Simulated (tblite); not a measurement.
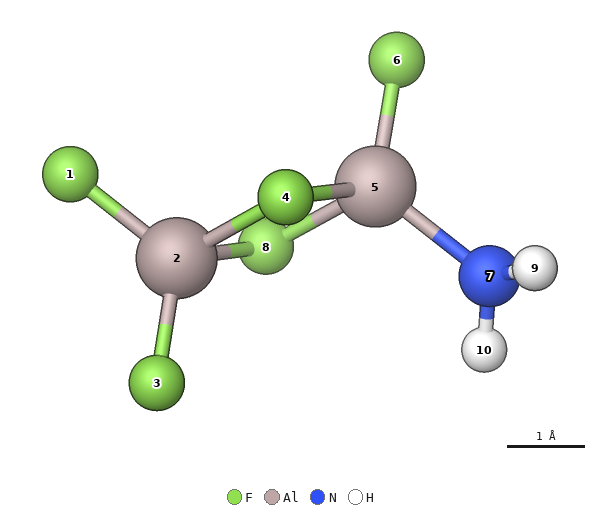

**Figure 1.** The input geometry (ball-and-stick view, seen at a tilt; atoms are numbered from 1 in the order of the input). Sticks mark near contacts. Bond lengths as drawn: Al–F 1.73 to 1.84 Å, Al–N 1.89 Å and H–N 1.01 to 1.03 Å.

## Run report: Al$_{2}$NH$_{2}$F$_{5}$, geometry relaxation (part 1 of 2)

- system: Al$_{2}$NH$_{2}$F$_{5}$, SMILES [NH2][Al-]1([F])[F+][Al-]([F])([F])[F+]1
- method: GFN2-xTB geometry optimisation, gas phase (tblite 0.8.0)

### The program's output
```
step      E/eV     max force
  0    -821.46146    2.582
  1    -821.84644    1.852
  2    -822.08057    1.729
  3    -822.13154    0.736
  4    -822.15518    0.404
  5    -822.18252    0.352
  6    -822.19176    0.384
  7    -822.21933    0.443
  8    -822.23178    0.449
  9    -822.25868    0.437
 10    -822.26859    0.290
 11    -822.27518    0.204
 12    -822.28102    0.187
 13    -822.28739    0.201
 14    -822.29112    0.160
 15    -822.29317    0.122
 16    -822.29437    0.131
 17    -822.29538    0.132
 18    -822.29685    0.120
 19    -822.29859    0.132
 20    -822.30071    0.162
 21    -822.30434    0.184
 22    -822.31082    0.317
 23    -822.31583    0.398
 24    -822.32017    0.177
 25    -822.32352    0.179
 26    -822.32700    0.195
 27    -822.32970    0.208
 28    -822.33594    0.346
 29    -822.34319    0.315
 30    -822.34940    0.185
 31    -822.34704    0.690
 32    -822.35526    0.159
 33    -822.35665    0.125
 34    -822.36047    0.235
 35    -822.36273    0.139
 36    -822.36767    0.158
 37    -822.36995    0.135
 38    -822.37195    0.175
 39    -822.37379    0.282
 40    -822.37661    0.231
 41    -822.37977    0.139
 42    -822.38246    0.103
 43    -822.38389    0.093
 44    -822.38520    0.076
 45    -822.38619    0.103
 46    -822.38703    0.126
 47    -822.38830    0.112
 48    -822.38955    0.111
 49    -822.39052    0.094
 50    -822.39137    0.081
 51    -822.39195    0.040
 52    -822.39219    0.038
 53    -822.39232    0.042
 54    -822.39252    0.042
 55    -822.39285    0.076
 56    -822.39326    0.081
 57    -822.39359    0.078
 58    -822.39384    0.066
 59    -822.39408    0.047
 60    -822.39431    0.039
 61    -822.39448    0.042
 62    -822.39456    0.027
 63    -822.39463    0.028
 64    -822.39476    0.037
 65    -822.39500    0.044
 66    -822.39530    0.038
 67    -822.39550    0.025
 68    -822.39559    0.028
 69    -822.39564    0.039
 70    -822.39571    0.049
 71    -822.39582    0.051
 72    -822.39596    0.044
 73    -822.39607    0.040
 74    -822.39614    0.035
 75    -822.39625    0.042
 76    -822.39641    0.048
 77    -822.39657    0.033
 78    -822.39667    0.020
 79    -822.39671    0.017
 80    -822.39674    0.022
 81    -822.39679    0.026
 82    -822.39686    0.021
 83    -822.39694    0.020
 84    -822.39699    0.015
 85    -822.39702    0.018
 86    -822.39705    0.019
 87    -822.39707    0.016
 88    -822.39711    0.018
 89    -822.39717    0.019
 90    -822.39722    0.016
 91    -822.39725    0.013
 92    -822.39727    0.013
 93    -822.39728    0.013
 94    -822.39731    0.015
 95    -822.39735    0.025
 96    -822.39743    0.035
 97    -822.39751    0.034
 98    -822.39756    0.022
 99    -822.39757    0.009
100    -822.39758    0.007
```

### Trajectory as extended XYZ (Å, eV, eV/Å), 26 frames, from step=0 to step=100
```
10
Properties=species:S:1:pos:R:3:forces:R:3 step=0 energy=-821.46146
F     3.1653   -1.1639    2.0319   -2.1720  -0.9140  -1.0310
Al    1.7083   -1.8836    1.3428    1.4610  -0.6490   0.8140
F     1.4221   -3.5709    1.5602    0.1580   2.0480  -0.3330
F     1.4482   -1.3613   -0.3991    0.2150  -0.1080   0.5910
Al   -0.0435   -0.3227   -0.1792   -1.7790   1.1780  -1.4540
F     0.2638    1.3659   -0.4495   -0.0950  -1.9700   0.4380
N    -1.5902   -1.1034   -0.9412    1.7320   0.5230   1.7090
F     0.2314   -0.8386    1.5601    0.4170  -0.2550  -0.0610
H    -1.5769   -1.3019   -1.9315   -0.3440  -0.2210   0.3180
H    -2.1675   -1.7332   -0.3606    0.4080   0.3670  -0.9930
10
Properties=species:S:1:pos:R:3:forces:R:3 step=4 energy=-822.15518
F     3.0760   -1.1980    1.9900   -0.3100  -0.0440  -0.1450
Al    1.7361   -1.8876    1.3468   -0.1440   0.2850  -0.2470
F     1.4248   -3.4814    1.5447   -0.1030   0.2540  -0.0840
F     1.4553   -1.3632   -0.3556    0.0270   0.0490   0.1510
Al   -0.1056   -0.2991   -0.2208    0.1320  -0.1460   0.1920
F     0.2691    1.2856   -0.4283    0.1630  -0.2670   0.1250
N    -1.5197   -1.1006   -0.8986    0.3050  -0.0640   0.0470
F     0.2623   -0.8547    1.5450    0.0890  -0.0240  -0.1290
H    -1.5928   -1.3007   -1.8848   -0.0750   0.0740   0.0350
H    -2.1444   -1.7139   -0.4042   -0.0840  -0.1180   0.0560
10
Properties=species:S:1:pos:R:3:forces:R:3 step=8 energy=-822.23178
F     3.0187   -1.1881    1.9629    0.3050   0.2940   0.1500
Al    1.7059   -1.8496    1.3008   -0.1570   0.0060  -0.1140
F     1.3868   -3.4206    1.5190   -0.2190  -0.2590  -0.0370
F     1.4725   -1.3442   -0.3642    0.1160   0.0160  -0.1920
Al   -0.0773   -0.3371   -0.1773   -0.2820  -0.0880  -0.2330
F     0.3253    1.2269   -0.3919    0.2050   0.0990   0.0650
N    -1.4663   -1.1554   -0.8771   -0.0300  -0.2910  -0.0050
F     0.2545   -0.8424    1.5333   -0.1060   0.0400   0.1820
H    -1.6102   -1.2730   -1.8731    0.0240   0.1260   0.2370
H    -2.1488   -1.7301   -0.3984    0.1460   0.0560  -0.0530
10
Properties=species:S:1:pos:R:3:forces:R:3 step=12 energy=-822.28102
F     2.9929   -1.1332    1.9501   -0.0660   0.0300  -0.0450
Al    1.6863   -1.8239    1.2663    0.0810  -0.0710   0.1380
F     1.3062   -3.3948    1.4807   -0.0730   0.0830  -0.0800
F     1.5047   -1.3232   -0.4109   -0.0950  -0.0100   0.1350
Al   -0.0841   -0.3598   -0.1777    0.1180   0.1260   0.0340
F     0.4181    1.1830   -0.3436    0.0720   0.1150  -0.0070
N    -1.4157   -1.2551   -0.8584    0.0100  -0.0520   0.0040
F     0.2242   -0.8239    1.5532    0.0960  -0.0810  -0.1380
H    -1.6263   -1.2250   -1.8405   -0.0870   0.0090  -0.1140
H    -2.1453   -1.7576   -0.3852   -0.0560  -0.1480   0.0730
10
Properties=species:S:1:pos:R:3:forces:R:3 step=16 energy=-822.29437
F     2.9888   -1.1118    1.9463    0.0270   0.0160   0.0210
Al    1.6918   -1.8284    1.2790   -0.0250   0.0160  -0.0130
F     1.2752   -3.3899    1.4610   -0.0330  -0.0470  -0.0170
F     1.4954   -1.3232   -0.3941   -0.0070  -0.0080  -0.0130
Al   -0.0814   -0.3445   -0.1870    0.0020  -0.0280  -0.0120
F     0.4468    1.1976   -0.3368   -0.0140  -0.0290  -0.0060
N    -1.4069   -1.2807   -0.8576    0.0370   0.0720   0.0240
F     0.2356   -0.8353    1.5379   -0.0480   0.0420  -0.0020
H    -1.6437   -1.2152   -1.8362   -0.0650  -0.0120   0.0400
H    -2.1407   -1.7820   -0.3783    0.1270  -0.0220  -0.0220
10
Properties=species:S:1:pos:R:3:forces:R:3 step=20 energy=-822.30071
F     2.9857   -1.0975    1.9469   -0.0950  -0.0780  -0.0210
Al    1.6875   -1.8288    1.2855   -0.0420   0.0200  -0.0230
F     1.2451   -3.3911    1.4407    0.0280   0.0820   0.0070
F     1.4898   -1.3256   -0.3921    0.0850  -0.0430   0.0110
Al   -0.0698   -0.3433   -0.1903   -0.0040   0.0360  -0.0510
F     0.4624    1.1953   -0.3339    0.0050   0.0420  -0.0220
N    -1.3930   -1.2746   -0.8571   -0.0770   0.0020  -0.0470
F     0.2245   -0.8262    1.5290    0.0400  -0.0300   0.0970
H    -1.6767   -1.2102   -1.8211   -0.0010   0.0600  -0.0710
H    -2.0946   -1.8113   -0.3735    0.0610  -0.0910   0.1200
10
Properties=species:S:1:pos:R:3:forces:R:3 step=24 energy=-822.32017
F     2.9424   -1.0802    1.9449    0.0130  -0.0830   0.0790
Al    1.6490   -1.8184    1.2916   -0.0670   0.0090   0.0410
F     1.1561   -3.3679    1.3795    0.0350  -0.0520   0.1000
F     1.5053   -1.3467   -0.3844   -0.0140   0.1110  -0.1370
Al   -0.0419   -0.3305   -0.2245   -0.0180  -0.0430   0.0500
F     0.5159    1.1974   -0.3324    0.0430   0.1250  -0.0570
N    -1.3786   -1.2580   -0.8672    0.0570   0.0150   0.1460
F     0.2024   -0.8055    1.5349    0.0440  -0.0070  -0.1130
H    -1.7885   -1.1719   -1.7793   -0.0870   0.0360  -0.0890
H    -1.9011   -1.9316   -0.3291   -0.0060  -0.1120  -0.0220
10
Properties=species:S:1:pos:R:3:forces:R:3 step=28 energy=-822.33594
F     2.9360   -1.1238    1.9743   -0.0620  -0.0700   0.0240
Al    1.6261   -1.8228    1.3048    0.1310  -0.0690  -0.1530
F     1.1625   -3.3837    1.4010    0.0000   0.0560   0.0460
F     1.5031   -1.3368   -0.3971   -0.0100   0.0530   0.1080
Al   -0.0347   -0.3065   -0.2429   -0.0440   0.0310  -0.0880
F     0.5045    1.2317   -0.3672    0.0210  -0.0290  -0.0140
N    -1.4036   -1.2169   -0.8524   -0.0550  -0.0780  -0.1120
F     0.2081   -0.8002    1.5137   -0.0860   0.0780  -0.0210
H    -1.8402   -1.1643   -1.7661    0.0970   0.0270   0.3310
H    -1.8007   -1.9902   -0.3341    0.0090   0.0010  -0.1210
10
Properties=species:S:1:pos:R:3:forces:R:3 step=32 energy=-822.35526
F     2.9020   -1.1560    2.0012    0.0440  -0.0090   0.0160
Al    1.6082   -1.8205    1.2761    0.0250  -0.0160  -0.0110
F     1.1294   -3.3718    1.4128   -0.0250   0.0060  -0.0400
F     1.5114   -1.3021   -0.4099    0.0410  -0.0470   0.0530
Al   -0.0358   -0.2847   -0.2670    0.0180  -0.0270   0.0890
F     0.5454    1.2363   -0.3809   -0.0170   0.0690  -0.0690
N    -1.3924   -1.2347   -0.8304   -0.0270  -0.1300   0.0400
F     0.1978   -0.7797    1.4827   -0.0370   0.0560   0.0270
H    -1.8938   -1.1288   -1.6961   -0.0750   0.0050   0.0150
H    -1.7110   -2.0716   -0.3546    0.0520   0.0920  -0.1190
10
Properties=species:S:1:pos:R:3:forces:R:3 step=36 energy=-822.36767
F     2.8888   -1.1893    2.0298    0.0040  -0.0120   0.0100
Al    1.5961   -1.8242    1.2744   -0.0560   0.0590   0.0860
F     1.0866   -3.3669    1.3968   -0.0420   0.0070  -0.0260
F     1.5259   -1.3033   -0.3956   -0.0280   0.0370  -0.0520
Al   -0.0307   -0.2617   -0.2725   -0.0260   0.0060  -0.0280
F     0.5548    1.2601   -0.4267   -0.0650  -0.0860  -0.0360
N    -1.3838   -1.2369   -0.8204    0.0260   0.0240  -0.0890
F     0.1844   -0.7465    1.4686    0.1360  -0.0460   0.0650
H    -1.9836   -1.1086   -1.6218    0.0540   0.0070   0.1170
H    -1.5773   -2.1361   -0.3987   -0.0040   0.0040  -0.0470
10
Properties=species:S:1:pos:R:3:forces:R:3 step=40 energy=-822.37661
F     2.8758   -1.2363    2.0680    0.0100   0.0040   0.0220
Al    1.5732   -1.8167    1.2875    0.0510  -0.0860  -0.0310
F     1.0257   -3.3519    1.3713   -0.0350   0.0570  -0.0130
F     1.5380   -1.2924   -0.3873   -0.1160   0.0780   0.0110
Al   -0.0327   -0.2420   -0.2794    0.1680  -0.1520  -0.0460
F     0.5460    1.2679   -0.4952   -0.0300   0.0770   0.0180
N    -1.3582   -1.2492   -0.8181   -0.1450  -0.0630  -0.0980
F     0.2039   -0.7130    1.4732   -0.0020   0.0800   0.0530
H    -2.0770   -1.0794   -1.5077    0.1430  -0.0230   0.1310
H    -1.4337   -2.2005   -0.4782   -0.0430   0.0290  -0.0480
10
Properties=species:S:1:pos:R:3:forces:R:3 step=44 energy=-822.38520
F     2.8743   -1.2467    2.0846    0.0010  -0.0490  -0.0230
Al    1.5695   -1.8152    1.2966    0.0000   0.0230   0.0070
F     0.9745   -3.3331    1.3433    0.0040   0.0090  -0.0050
F     1.5257   -1.2744   -0.3829    0.0550  -0.0450   0.0270
Al   -0.0121   -0.2570   -0.2886    0.0360   0.0180  -0.0460
F     0.5363    1.2642   -0.5209   -0.0510   0.0310   0.0390
N    -1.3343   -1.2699   -0.8273    0.0110  -0.0500   0.0490
F     0.2249   -0.6867    1.4925   -0.0090   0.0690  -0.0080
H    -2.1062   -1.0606   -1.4368    0.0000   0.0060  -0.0140
H    -1.3916   -2.2341   -0.5265   -0.0470  -0.0110  -0.0260
10
Properties=species:S:1:pos:R:3:forces:R:3 step=48 energy=-822.38955
F     2.8800   -1.2870    2.0999    0.0420  -0.0030  -0.0110
Al    1.5640   -1.8101    1.3032   -0.0410   0.0050   0.0510
F     0.9642   -3.3258    1.3438   -0.0240   0.0060  -0.0190
F     1.5353   -1.2696   -0.3771    0.0370  -0.0090  -0.0110
Al   -0.0001   -0.2577   -0.3045   -0.0440  -0.0240   0.0300
F     0.5011    1.2794   -0.5420   -0.0280  -0.0100   0.0300
N    -1.3271   -1.2815   -0.8204    0.0270   0.0640  -0.0140
F     0.2431   -0.6546    1.4991    0.0180   0.0320  -0.0800
H    -2.1195   -1.0485   -1.3948    0.0090   0.0400  -0.0200
H    -1.3800   -2.2582   -0.5732    0.0050  -0.1020   0.0440
```
